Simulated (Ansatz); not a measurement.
## Sc (hcp, Mg type): frozen-phonon scan

Sc (hcp, Mg type)

```
CELL_PARAMETERS angstrom
      3.31949     0.00000     0.00000
     -1.65974     2.87476     0.00000
      0.00000     0.00000     5.16639
ATOMIC_POSITIONS crystal
  Sc 0.33333 0.66667 0.75000
  Sc 0.66667 0.33333 0.25000
```

A phonon eigenvector at Γ is frozen into this cell: atom i moves by Q times the vector below, so Q is the largest atomic displacement, in Å. The cell is held.

```
atom      x      y       z
----  -----  -----  ------
Sc1   0.000  0.000   1.000
Sc2   0.000  0.000  -1.000
```

All values below come from PBE (plane waves to 420 eV, PAW, scalar-relativistic; Ansatz, a first-principles code). k mesh 16×16×9 (Γ-centred), Fermi-Dirac smearing 0.05 eV. E stands for the smeared free energy. With partly filled bands, energies and forces of such displacements shift with the k mesh and the smearing. Sc is run without spin polarisation. Sc was relaxed with its symmetry unable to fall. The PAW data are Ansatz's earlier set. ΔE is measured from the undisplaced structure.

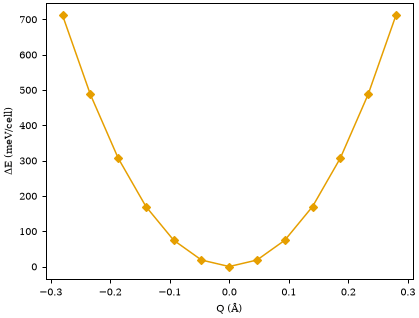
Figure: ΔE (meV/cell) against Q (Å); markers are the computed points, lines only join them.

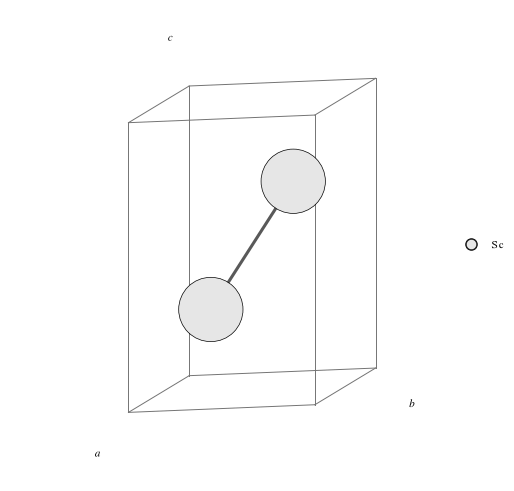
Fig. 1. The cell of the calculation at Q = -0.280 Å.

The energy at Q = 0.280 Å comes out as 711 meV/cell. Symmetry of the curve: even: the same for both signs. Harmonic wavenumber from the curvature (finite differences): 226 cm⁻¹. Wavenumber by perturbation theory (DFPT, on another k mesh): 226 cm⁻¹. Space group of the distorted cell: P-3m1 (No. 164), lowered from P6_3/mmc.

E″ = 16.90 eV/Å², M = Σ mᵢ|uᵢ|² = 89.9 u, ν̃ = 521.5·√(|E″|/M).

(For displaced atoms, the force is minus the slope of the energy, and its curvature is a force constant, which sets phonon frequencies.)
